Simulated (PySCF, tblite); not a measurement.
# C3H6FN: dynamics, then NMR shifts and electronic excitations on frames, part 2 of 2

tblite 0.8.0 and PySCF 2.14.0. Atoms count from 0.

### Step 8. Ultraviolet spectrum: 625 fs, PBE0/def2-SVPD

What the job is given:

```
{"job": {"kind": "uv", "xc": "PBE0", "basis": "def2-SVPD", "nstates": 5, "ntriplets": 0}, "charge": 0, "multiplicity": 1}
C      2.025600    -1.734400     1.032800
C      0.796600    -1.766200     0.548900
F     -0.037900    -2.783500     0.945200
C      0.171600    -0.716600    -0.487400
N     -0.427800     0.406500     0.227400
H      2.293600    -2.528900     1.613400
H      2.827800    -1.001300     0.983800
H      1.027600    -0.399900    -1.083900
H     -0.661000    -1.197800    -0.993000
H      0.290600     1.031100     0.255600
H     -0.610300     0.196200     1.205900
```

Level: TDDFT PBE0/def2-SVPD, vertical, gas phase, core orbitals frozen in the response.

The program printed:

```text
coarse grid: 9128 points
cycle   1  E = -271.8789043450  dE =  4.695e-01  |g| = 5.475e-01  |ddm| = 4.529e+00
cycle   2  E = -271.8205118859  dE =  5.839e-02  |g| = 7.757e-01  |ddm| = 2.366e+00
cycle   3  E = -271.9407243086  dE = -1.202e-01  |g| = 7.907e-02  |ddm| = 1.231e+00
cycle   4  E = -271.9422001913  dE = -1.476e-03  |g| = 2.978e-02  |ddm| = 1.867e-01
cycle   5  E = -271.9423974854  dE = -1.973e-04  |g| = 1.019e-02  |ddm| = 6.803e-02
cycle   6  E = -271.9424188285  dE = -2.134e-05  |g| = 3.213e-03  |ddm| = 1.775e-02
cycle   7  E = -271.9424212335  dE = -2.405e-06  |g| = 6.837e-04  |ddm| = 4.549e-03
final grid: 88456 points
cycle   8  E = -271.9780893133  dE = -2.251e-05  |g| = 7.969e-03  |ddm| = 6.527e-02
cycle   9  E = -271.9780797864  dE =  9.527e-06  |g| = 1.087e-02  |ddm| = 3.475e-02
cycle  10  E = -271.9781033823  dE = -2.360e-05  |g| = 1.158e-03  |ddm| = 1.636e-02
cycle  11  E = -271.9781036322  dE = -2.499e-07  |g| = 1.502e-04  |ddm| = 1.467e-03
cycle  12  E = -271.9781036351  dE = -2.945e-09  |g| = 7.911e-05  |ddm| = 4.192e-04
cycle  13  E = -271.9781036365  dE = -1.422e-09  |g| = 1.820e-05  |ddm| = 1.605e-04
cycle  14  E = -271.9781036366  dE = -6.747e-11  |g| = 7.238e-06  |ddm| = 5.352e-05
converged SCF energy = -271.9781036366

Static polarisability (au): isotropic 47.442, principal 39.564 45.027 57.735

Singlet excitations
state   eV       nm        f      main configurations
  1   5.8951    210.3   0.06037   H->L 0.88, H-1->L 0.10
  2   6.5036    190.6   0.00336   H->L+1 0.95
  3   7.2059    172.1   0.11707   H-1->L 0.58, H-1->L+1 0.19
  4   7.4228    167.0   0.02432   H->L+2 0.43, H-1->L+1 0.38, H->L+4 0.15
  5   7.5000    165.3   0.10995   H->L+2 0.28, H->L+3 0.25, H-1->L 0.20
```

Run time: 30 s. Hardware: 1 thread of Intel Xeon at 2.50GHz, shared host; peak memory 0.64 GiB.

Key values: HOMO -7.09 eV, LUMO -0.06 eV; lowest singlet 5.90 eV.

### Step 9. NMR shieldings: 800 fs, PBE0/pcSseg-1

What the job is given:

```
{"job": {"kind": "nmr", "xc": "PBE0", "basis": "pcSseg-1", "pop": false}, "charge": 0, "multiplicity": 1}
C      1.095700    -0.926300     1.313500
C      0.333800    -1.510900     0.386600
F     -0.231600    -2.734000     0.657000
C      0.035800    -0.854800    -0.911300
N     -0.927300     0.311400    -0.660200
H      1.248000    -1.420000     2.267100
H      1.657700     0.007500     1.165100
H      0.872000    -0.580800    -1.463800
H     -0.473800    -1.583700    -1.576700
H     -0.670600     0.868500     0.111000
H     -1.767500    -0.126900    -0.311900
```

Level: GIAO PBE0/pcSseg-1 NMR shielding, non-relativistic, gas phase.

The program printed:

```text
coarse grid: 9128 points
cycle   1  E = -272.0502969077  dE =  4.697e-01  |g| = 5.493e-01  |ddm| = 2.785e+00
cycle   2  E = -272.0041003076  dE =  4.620e-02  |g| = 7.527e-01  |ddm| = 8.205e-01
cycle   3  E = -272.1074993175  dE = -1.034e-01  |g| = 8.485e-02  |ddm| = 4.858e-01
cycle   4  E = -272.1090945510  dE = -1.595e-03  |g| = 3.342e-02  |ddm| = 9.570e-02
cycle   5  E = -272.1093426530  dE = -2.481e-04  |g| = 1.037e-02  |ddm| = 2.967e-02
cycle   6  E = -272.1093634300  dE = -2.078e-05  |g| = 3.492e-03  |ddm| = 9.807e-03
cycle   7  E = -272.1093662524  dE = -2.822e-06  |g| = 5.890e-04  |ddm| = 2.674e-03
final grid: 88456 points
cycle   8  E = -272.1434745688  dE = -2.728e-05  |g| = 8.099e-03  |ddm| = 1.921e-02
cycle   9  E = -272.1434656841  dE =  8.885e-06  |g| = 1.096e-02  |ddm| = 1.321e-02
cycle  10  E = -272.1434889269  dE = -2.324e-05  |g| = 1.239e-03  |ddm| = 7.453e-03
cycle  11  E = -272.1434891783  dE = -2.514e-07  |g| = 1.650e-04  |ddm| = 9.132e-04
cycle  12  E = -272.1434891820  dE = -3.741e-09  |g| = 6.372e-05  |ddm| = 1.327e-04
cycle  13  E = -272.1434891828  dE = -8.452e-10  |g| = 1.963e-05  |ddm| = 6.017e-05
converged SCF energy = -272.1434891828

GIAO shielding tensors (ppm)
atom      isotropic    diamagn.    paramagn.     s11        s22        s33       span
  0 C       83.839     256.560    -172.720    -15.664    109.274    157.908    173.572
  1 C       -3.097     254.756    -257.852   -129.251     49.055     70.906    200.157
  2 F      254.652     473.036    -218.384    177.141    279.687    307.128    129.987
  3 C      140.157     245.183    -105.026    123.756    133.708    163.005     39.248
  4 N      198.893     315.340    -116.447    132.068    210.688    253.923    121.855
  5 H       26.675      28.787      -2.112     24.043     25.171     30.811      6.769
  6 H       26.297      31.446      -5.150     23.638     25.146     30.106      6.468
  7 H       29.224      30.984      -1.760     25.752     28.055     33.865      8.113
  8 H       28.475      28.280       0.195     25.345     27.295     32.786      7.441
  9 H       32.527      34.732      -2.205     27.922     29.797     39.863     11.941
 10 H       30.372      32.432      -2.060     24.307     29.189     37.620     13.313
```

It took 18 s on 1 thread of Intel Xeon at 2.50GHz, shared host; peak memory 0.57 GiB.

In short: δ C1 190.0, C0 103.1, C3 46.8, F2 -83.7, H6 5.42, H5 5.04 ppm.

### Step 10. Excited states and response: 800 fs, PBE0/def2-SVPD

Same as in step 9 but for these lines:

```diff
@@ -1,2 +1,2 @@
-{"job": {"kind": "nmr", "xc": "PBE0", "basis": "pcSseg-1", "pop": false}, "charge": 0, "multiplicity": 1}
+{"job": {"kind": "uv", "xc": "PBE0", "basis": "def2-SVPD", "nstates": 5, "ntriplets": 0}, "charge": 0, "multiplicity": 1}
 C      1.095700    -0.926300     1.313500
```

Level: TDDFT PBE0/def2-SVPD, vertical, gas phase, core orbitals frozen in the response.

The program printed:

```text
coarse grid: 9128 points
cycle   1  E = -271.9018458422  dE =  4.244e-01  |g| = 5.108e-01  |ddm| = 4.396e+00
cycle   2  E = -271.8554217895  dE =  4.642e-02  |g| = 7.113e-01  |ddm| = 2.327e+00
cycle   3  E = -271.9547930813  dE = -9.937e-02  |g| = 7.775e-02  |ddm| = 1.180e+00
cycle   4  E = -271.9561869554  dE = -1.394e-03  |g| = 3.004e-02  |ddm| = 1.620e-01
cycle   5  E = -271.9563935140  dE = -2.066e-04  |g| = 9.840e-03  |ddm| = 5.960e-02
cycle   6  E = -271.9564129859  dE = -1.947e-05  |g| = 3.392e-03  |ddm| = 1.671e-02
cycle   7  E = -271.9564157794  dE = -2.793e-06  |g| = 5.050e-04  |ddm| = 4.848e-03
final grid: 88456 points
cycle   8  E = -271.9905386655  dE = -2.449e-05  |g| = 7.947e-03  |ddm| = 7.556e-02
cycle   9  E = -271.9905281691  dE =  1.050e-05  |g| = 1.104e-02  |ddm| = 3.493e-02
cycle  10  E = -271.9905528861  dE = -2.472e-05  |g| = 1.155e-03  |ddm| = 1.594e-02
cycle  11  E = -271.9905531371  dE = -2.509e-07  |g| = 1.384e-04  |ddm| = 1.462e-03
cycle  12  E = -271.9905531401  dE = -2.986e-09  |g| = 5.638e-05  |ddm| = 3.537e-04
cycle  13  E = -271.9905531408  dE = -6.668e-10  |g| = 2.209e-05  |ddm| = 1.288e-04
converged SCF energy = -271.9905531408

Static polarisability (au): isotropic 47.847, principal 39.960 46.775 56.806

Singlet excitations
state   eV       nm        f      main configurations
  1   5.8837    210.7   0.10902   H->L 0.86, H-1->L 0.12
  2   6.4344    192.7   0.01645   H->L+1 0.97
  3   7.1934    172.4   0.06333   H-1->L 0.34, H->L+3 0.23, H->L+2 0.20
  4   7.3284    169.2   0.12556   H-1->L 0.46, H->L+3 0.23, H->L+2 0.15
  5   7.4525    166.4   0.01174   H->L+2 0.60, H->L+3 0.29, H-1->L+1 0.08
```

Wall time 29 s (1 thread of Intel Xeon at 2.50GHz, shared host); peak memory 0.64 GiB.

In short: HOMO -7.03 eV, LUMO -0.17 eV; lowest singlet 5.88 eV.

### Step 11. Shielding tensors: 1000 fs, PBE0/pcSseg-1

What the job is given:

```
{"job": {"kind": "nmr", "xc": "PBE0", "basis": "pcSseg-1", "pop": false}, "charge": 0, "multiplicity": 1}
C      0.603600    -1.034600     1.480500
C     -0.048600    -1.415700     0.398900
F     -0.850700    -2.578800     0.431700
C     -0.050300    -0.916500    -1.059500
N     -1.124000    -0.065900    -1.402400
H      0.460500    -1.377600     2.468200
H      1.270400    -0.160600     1.556600
H      0.958800    -0.495700    -1.172800
H     -0.125200    -1.775000    -1.691600
H     -1.243000     0.747200    -0.835700
H     -2.066400    -0.611900    -1.310000
```

Method: GIAO PBE0/pcSseg-1 NMR shielding, non-relativistic, gas phase.

The program printed:

```text
coarse grid: 9128 points
cycle   1  E = -272.0454791644  dE =  4.647e-01  |g| = 5.664e-01  |ddm| = 2.815e+00
cycle   2  E = -271.9913318896  dE =  5.415e-02  |g| = 8.109e-01  |ddm| = 8.949e-01
cycle   3  E = -272.1065661696  dE = -1.152e-01  |g| = 8.012e-02  |ddm| = 5.229e-01
cycle   4  E = -272.1079671739  dE = -1.401e-03  |g| = 2.895e-02  |ddm| = 8.850e-02
cycle   5  E = -272.1081526754  dE = -1.855e-04  |g| = 8.373e-03  |ddm| = 2.547e-02
cycle   6  E = -272.1081658305  dE = -1.316e-05  |g| = 3.148e-03  |ddm| = 8.234e-03
cycle   7  E = -272.1081681534  dE = -2.323e-06  |g| = 6.579e-04  |ddm| = 2.566e-03
final grid: 88456 points
cycle   8  E = -272.1430148791  dE = -2.823e-05  |g| = 8.375e-03  |ddm| = 1.959e-02
cycle   9  E = -272.1430039708  dE =  1.091e-05  |g| = 1.170e-02  |ddm| = 1.419e-02
cycle  10  E = -272.1430302038  dE = -2.623e-05  |g| = 1.217e-03  |ddm| = 7.893e-03
cycle  11  E = -272.1430304528  dE = -2.490e-07  |g| = 2.201e-04  |ddm| = 9.648e-04
cycle  12  E = -272.1430304588  dE = -5.990e-09  |g| = 9.376e-05  |ddm| = 1.801e-04
cycle  13  E = -272.1430304607  dE = -1.922e-09  |g| = 1.830e-05  |ddm| = 8.329e-05
cycle  14  E = -272.1430304608  dE = -6.810e-11  |g| = 6.832e-06  |ddm| = 1.742e-05
converged SCF energy = -272.1430304608

GIAO shielding tensors (ppm)
atom      isotropic    diamagn.    paramagn.     s11        s22        s33       span
  0 C       95.725     258.207    -162.482     10.322    107.117    169.737    159.414
  1 C        1.015     253.474    -252.459   -100.497     44.369     59.174    159.671
  2 F      237.985     475.548    -237.563    127.710    270.349    315.896    188.186
  3 C      135.393     243.394    -108.001    115.102    135.260    155.817     40.715
  4 N      222.990     315.201     -92.211    199.896    225.369    243.706     43.810
  5 H       27.470      29.577      -2.106     25.522     25.903     30.985      5.462
  6 H       26.725      32.148      -5.423     25.063     25.539     29.573      4.509
  7 H       28.062      29.608      -1.546     23.488     28.287     32.410      8.922
  8 H       28.498      28.850      -0.352     24.445     28.134     32.915      8.471
  9 H       31.340      33.595      -2.255     25.344     28.688     39.988     14.644
 10 H       28.539      27.953       0.586     21.986     27.356     36.273     14.287
```

Wall time 21 s (1 thread of Intel Xeon at 2.50GHz, shared host); peak memory 0.57 GiB.

This run: δ C1 185.9, C0 91.2, C3 51.5, F2 -67.0, H6 4.99, H5 4.25 ppm.

### Step 12. TDDFT and polarisability: 1000 fs, PBE0/def2-SVPD

Same as in step 11 but for these lines:

```diff
@@ -1,2 +1,2 @@
-{"job": {"kind": "nmr", "xc": "PBE0", "basis": "pcSseg-1", "pop": false}, "charge": 0, "multiplicity": 1}
+{"job": {"kind": "uv", "xc": "PBE0", "basis": "def2-SVPD", "nstates": 5, "ntriplets": 0}, "charge": 0, "multiplicity": 1}
 C      0.603600    -1.034600     1.480500
```

Level: TDDFT PBE0/def2-SVPD, vertical, gas phase, core orbitals frozen in the response.

The program printed:

```text
coarse grid: 9128 points
cycle   1  E = -271.8970176216  dE =  4.187e-01  |g| = 5.262e-01  |ddm| = 4.389e+00
cycle   2  E = -271.8429433449  dE =  5.407e-02  |g| = 7.646e-01  |ddm| = 2.087e+00
cycle   3  E = -271.9535751484  dE = -1.106e-01  |g| = 7.338e-02  |ddm| = 1.081e+00
cycle   4  E = -271.9547814566  dE = -1.206e-03  |g| = 2.598e-02  |ddm| = 1.670e-01
cycle   5  E = -271.9549374851  dE = -1.560e-04  |g| = 7.824e-03  |ddm| = 6.224e-02
cycle   6  E = -271.9549494768  dE = -1.199e-05  |g| = 2.872e-03  |ddm| = 1.733e-02
cycle   7  E = -271.9549514542  dE = -1.977e-06  |g| = 5.258e-04  |ddm| = 6.033e-03
final grid: 88456 points
cycle   8  E = -271.9900197546  dE = -2.382e-05  |g| = 8.387e-03  |ddm| = 7.961e-02
cycle   9  E = -271.9900061215  dE =  1.363e-05  |g| = 1.208e-02  |ddm| = 3.625e-02
cycle  10  E = -271.9900353458  dE = -2.922e-05  |g| = 1.165e-03  |ddm| = 1.884e-02
cycle  11  E = -271.9900356091  dE = -2.633e-07  |g| = 1.908e-04  |ddm| = 1.478e-03
cycle  12  E = -271.9900356140  dE = -4.890e-09  |g| = 9.500e-05  |ddm| = 4.556e-04
cycle  13  E = -271.9900356160  dE = -2.049e-09  |g| = 2.052e-05  |ddm| = 1.935e-04
cycle  14  E = -271.9900356161  dE = -9.061e-11  |g| = 8.016e-06  |ddm| = 4.579e-05
converged SCF energy = -271.9900356161

Static polarisability (au): isotropic 49.047, principal 40.324 45.156 61.661

Singlet excitations
state   eV       nm        f      main configurations
  1   5.8611    211.5   0.04579   H->L 0.91
  2   6.6316    187.0   0.00319   H->L+1 0.86, H->L+2 0.10
  3   7.0869    174.9   0.14548   H-1->L 0.53, H-1->L+1 0.29, H->L+2 0.08
  4   7.3170    169.4   0.04143   H->L+2 0.73, H->L+1 0.11, H-1->L 0.09
  5   7.6524    162.0   0.16362   H-1->L+1 0.55, H-1->L 0.20, H->L+3 0.09
```

Wall time 29 s (1 thread of Intel Xeon at 2.50GHz, shared host); peak memory 0.64 GiB.

In short: HOMO -7.19 eV, LUMO -0.07 eV; lowest singlet 5.86 eV.

### Step 13. Comparing the runs: NMR shifts

Shifts (ppm) of some atoms, chosen among heavy atoms and hydrogens apart, with basis size and wall time:

| frame | C1 | C0 | C3 | H5 | H10 | F2 | N4 | functions | time |
| --- | --- | --- | --- | --- | --- | --- | --- | --- | --- |
| 250 fs | 184.4 | 98.8 | 46.3 | 5.94 | 0.64 | -79.9 | 28.2 | 115 | 20 s |
| 425 fs | 177.3 | 93.9 | 55.9 | 4.71 | 0.65 | -101.7 | 22.8 | 115 | 19 s |
| 625 fs | 190.6 | 94.3 | 55.8 | 3.45 | 0.33 | -83.3 | 30.6 | 115 | 19 s |
| 800 fs | 190.0 | 103.1 | 46.8 | 5.04 | 1.35 | -83.7 | 68.8 | 115 | 18 s |
| 1000 fs | 185.9 | 91.2 | 51.5 | 4.25 | 3.18 | -67.0 | 44.7 | 115 | 21 s |

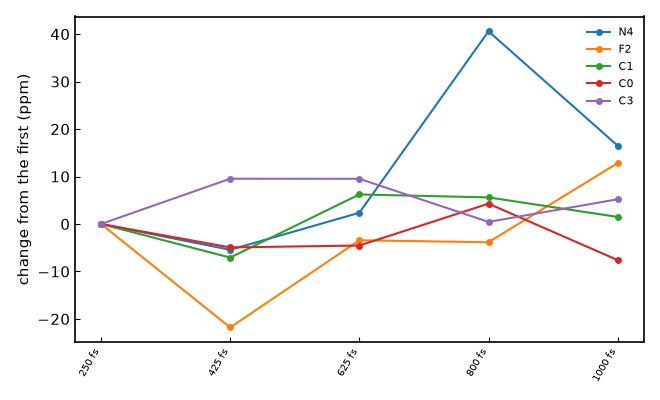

How five of the tabulated atoms move from run to run.

### Step 14. Side by side: electronic excitations

Excitations and ground-state properties, with basis size and wall time:

| frame | lowest singlet (eV) | brightest (eV) | f | gap (eV) | α (Å³) | μ (D) | functions | time |
| --- | --- | --- | --- | --- | --- | --- | --- | --- |
| 250 fs | 5.87 | 7.11 | 0.211 | 7.05 | 7.17 | 0.71 | 151 | 30 s |
| 425 fs | 5.74 | 7.20 | 0.073 | 6.99 | 7.23 | 0.64 | 151 | 32 s |
| 625 fs | 5.90 | 7.21 | 0.117 | 7.04 | 7.03 | 2.17 | 151 | 30 s |
| 800 fs | 5.88 | 7.33 | 0.126 | 6.86 | 7.09 | 1.02 | 151 | 29 s |
| 1000 fs | 5.86 | 7.65 | 0.164 | 7.12 | 7.27 | 1.58 | 151 | 29 s |

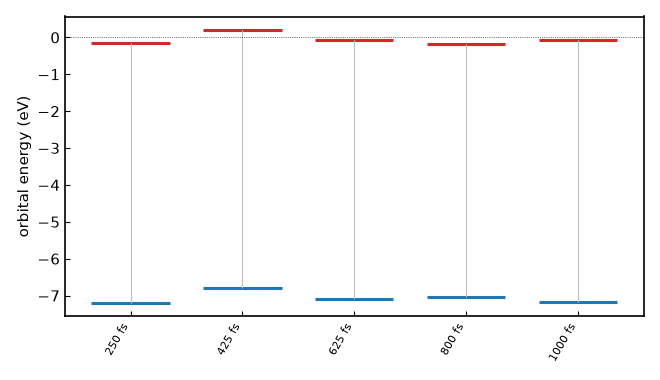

HOMO (blue) and LUMO (red) run by run.

### Step 15. What came out

This closing draws on all 2 parts.

```
                                        quantity                                   value
                                      thermostat                                   400 K
                   mean temperature, second half                                   367 K
         mean potential energy above the minimum                                 0.47 eV
  ¹³C shifts against TMS (PBE0/pcSseg-1, 250 fs)                   184.4, 98.8, 46.3 ppm
   ¹H shifts against TMS (PBE0/pcSseg-1, 250 fs)  5.94, 4.36, 3.54, 3.26, 0.81, 0.64 ppm
¹⁹F shifts against CFCl3 (PBE0/pcSseg-1, 250 fs)                               -79.9 ppm
  ¹⁵N shifts against NH3 (PBE0/pcSseg-1, 250 fs)                                28.2 ppm
         lowest singlet (PBE0/def2-SVPD, 250 fs)             5.87 eV (211 nm), f = 0.064
        brightest single state of those computed             state 3, 7.11 eV, f = 0.211
                        range of the shift of N4                        22.8 to 68.8 ppm
                     range of the lowest singlet                         5.74 to 5.90 eV
```

**Reading.** In the second half the potential energy averages 0.47 eV above the minimum; equipartition over 27 harmonic modes at 400 K would give 0.47 eV. With 11 atoms the temperature swings widely (176 to 540 K). Shifts at one fixed geometry are not the observed spectrum, which averages over the motion. In the first frame run (250 fs): Shielding is most anisotropic at F2 (span 198 ppm, paramagnetic term -227 ppm). The lowest singlet, at 5.87 eV, is HOMO→LUMO 0.88, HOMO−1→LUMO 0.10 and is bright; of the 5 states computed, the strongest absorption comes from state 3 at 7.11 eV. In ppm, N4 moves most: its shift spreads over 46.0 ppm, from 22.8 (425 fs) to 68.8 (800 fs). The lowest singlet runs from 5.74 eV (425 fs) to 5.90 eV (625 fs), while the orbital gap spans 6.86 to 7.12 eV. The lowest state need not be the same one in every run.
